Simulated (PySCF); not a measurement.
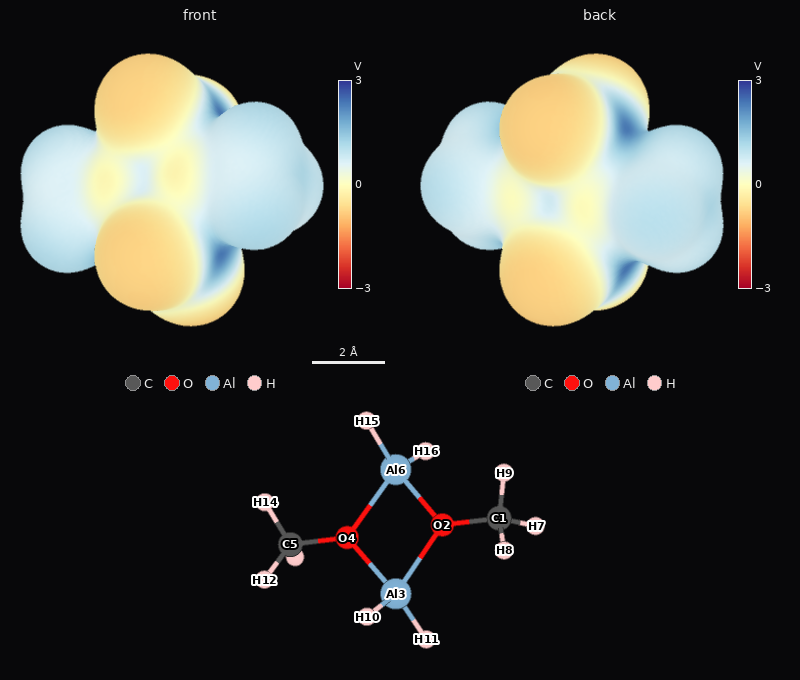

Figure 1: C2H10Al2O2 (SMILES C[O+]1[AlH2-][O+](C)[AlH2-]1). The electrostatic potential painted on the density surface at 0.002 e/bohr³, seen from the front and from behind; the colour scale runs from red (negative) to blue (positive). The bare structure is drawn below in the same view.

Geometry: PBE0-D3(BJ)/def2-SVP.

Level of theory: PySCF, PBE0/def2-SVPD, SCF density, gas phase.

```
atom    x (Å)    y (Å)    z (Å)
   C   2.5174   0.6800   0.0675
   O   1.1593   0.3026   0.0611
  Al   0.3413  -1.1989  -0.6864
   O  -1.1593  -0.3189  -0.0208
   C  -2.5152  -0.7028  -0.0280
  Al  -0.3503   1.2258   0.6420
   H   2.7684   1.2583  -0.8364
   H   3.1596  -0.2131   0.1075
   H   2.7370   1.2941   0.9547
   H   0.6617  -2.5269   0.1299
   H   0.4041  -1.1734  -2.2763
   H  -2.6008  -1.7989   0.0325
   H  -3.0154  -0.3575  -0.9471
   H  -3.0365  -0.2743   0.8422
   H  -0.4367   1.3005   2.2294
   H  -0.6554   2.4996  -0.2617
```

**Where is the surface potential most negative and most positive?**

The most negative region (about −0.8 V) lies over H10, H11, H15 and H16, the most positive (about +2.3 V) over Al3 and Al6.
